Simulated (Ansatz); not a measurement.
## Electronic structure of F2HO2Si (doublet) in real space

```
atom    x (Å)    y (Å)    z (Å)
   O   0.4937  -1.2655  -1.0689
  Si  -0.2232   0.0075  -0.3029
   O   0.2069  -0.0622   1.2466
   F  -1.7897  -0.0432  -0.3547
   F   0.2182   1.3231  -1.0459
   H   1.1361  -0.0239   1.4796
```

Geometry: PBE0-D4/def2-TZVP.

Theory: UKS PBE0-D4/def2-TZVPP (Ansatz 0.2.0).

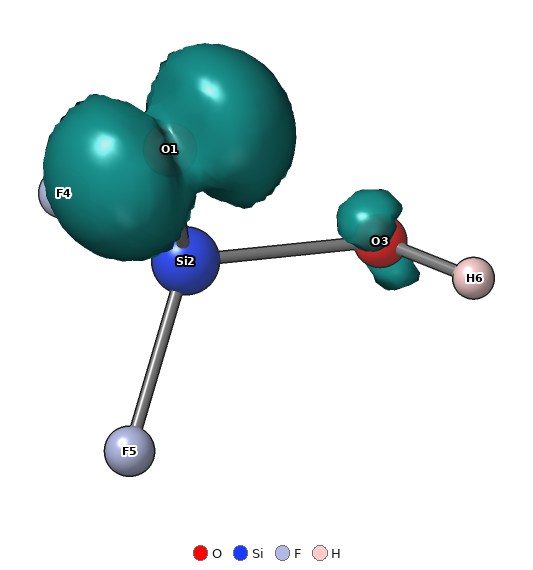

Figure 1. Isosurfaces of the spin density at +0.1 (teal) and −0.1 e/Å³ (pink), seen from one side.

> Describe the spin distribution.

The unpaired spin (1 electron) lies mostly on O1 (about 0.9), in electrons by Hirshfeld's partition. Only one sign reaches the isovalue.

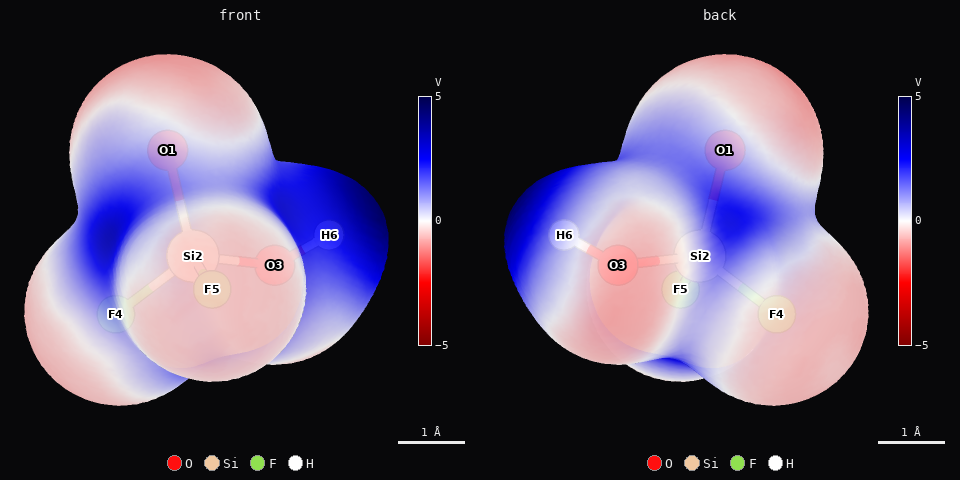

Figure 2. The molecular electrostatic potential painted on the density surface at 0.004 e/bohr³, seen from the front and from behind; red is negative and blue positive.

> Which sites attract a positive test charge, and which a negative one?

A positive charge is drawn to the negative regions and a negative charge to the positive ones. The most negative region (about −0.9 V) lies over O1, the most positive (about +4.5 V) over H6.

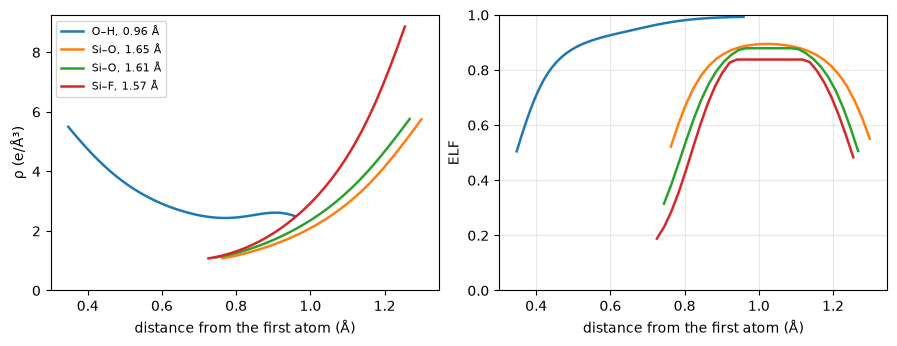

Figure 3. Total electron density and ELF along straight lines between neighbouring atoms. The curves leave out the atomic cores.

> What can be read from the curves?

O–H (0.96 Å): ρ is about 3.8 e/Å³ halfway; the ELF climbs to about 1 towards the hydrogen, as it does in any bond to H (a covalent bond by its length).
Si–O (1.65 Å): ρ at the midpoint is about 1.2 e/Å³; the ELF peaks at about 0.90 between the atoms; a polar covalent bond.
Si–O (1.61 Å): ρ is about 1.3 e/Å³ halfway; the ELF peaks at about 0.90 between the atoms (a short, strongly polar bond).
Si–F (1.57 Å): ρ at the midpoint is about 1.2 e/Å³; the ELF peaks at about 0.85 in the valence shell of F, 0.6 Å from its nucleus, and is about 0.35 at the midpoint.
